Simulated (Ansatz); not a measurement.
The calculation's input:

```
crystal:
  periodic: [false, false, false]
  atoms:
    - { symbol: Zn, position_ang: [0.214, -0.0459, 0.2995] }
    - { symbol: "N", position_ang: [-0.9521, 1.3047, -1.0791] }
    - { symbol: C, position_ang: [0.6444, -1.9521, 0.7492] }
    - { symbol: H, position_ang: [-0.2939, 2.2209, -0.3686] }
    - { symbol: Cl, position_ang: [0.8754, 2.4071, 0.929] }
    - { symbol: H, position_ang: [-0.7166, 1.487, -2.0451] }
    - { symbol: H, position_ang: [-1.9317, 1.5197, -0.9527] }
    - { symbol: H, position_ang: [1.0321, -2.4456, -0.1338] }
    - { symbol: H, position_ang: [1.3816, -2.0244, 1.539] }
    - { symbol: H, position_ang: [-0.2533, -2.4713, 1.0626] }
basis:
  gaussian: { orbitals: def2-mTZVP }
hamiltonian:
  xc: hf
relax:
  f_tol: 0.15
  max_steps: 25
  restrain:
    - { distance: [0, 4], at: 3.54, k: 30.0 }
    - { distance: [3, 1], at: 2.32, k: 30.0 }
    - { distance: [0, 1], at: 1.93, k: 30.0 }
    - { distance: [3, 4], at: 1.33, k: 30.0 }
output:
  orbitals: {}
```

Launched as:

```sh
ansatz run input.yaml --threads 2 --pin off --max-ram 3072MiB --backend cpu --events-out ev --progress --plain --runs-dir out
```

The fields are those of the run's last geometry, not of the input's.

Not at a stationary point (largest force 0.6 eV/Å).

The calculation used Ansatz, RHF/def2-mTZVP.

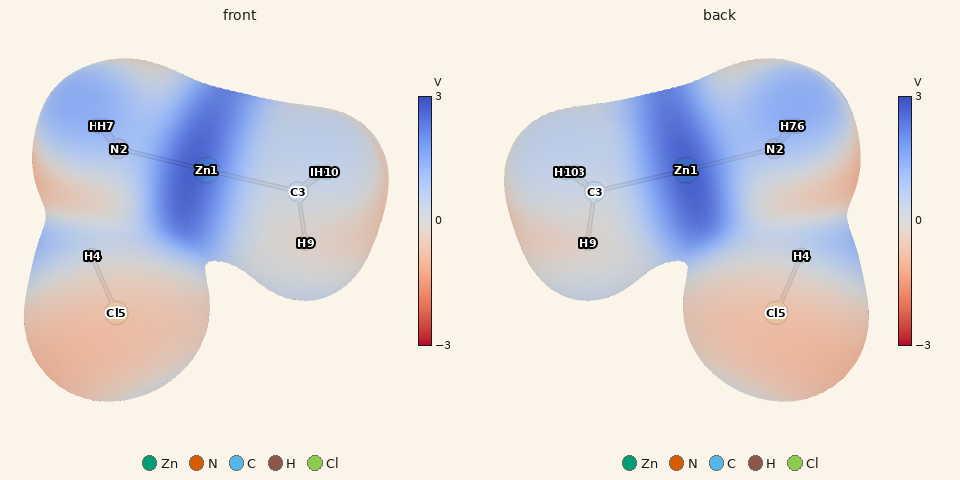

CH5NZn···HCl. The molecular electrostatic potential painted on the density surface at 0.002 e/bohr³, seen from the front and from behind; red is negative and blue positive.

Describe the electrostatic potential map.

Answer. The most negative region (about −0.9 V) lies over N2 and Cl5, the most positive (about +2.7 V) over Zn1.
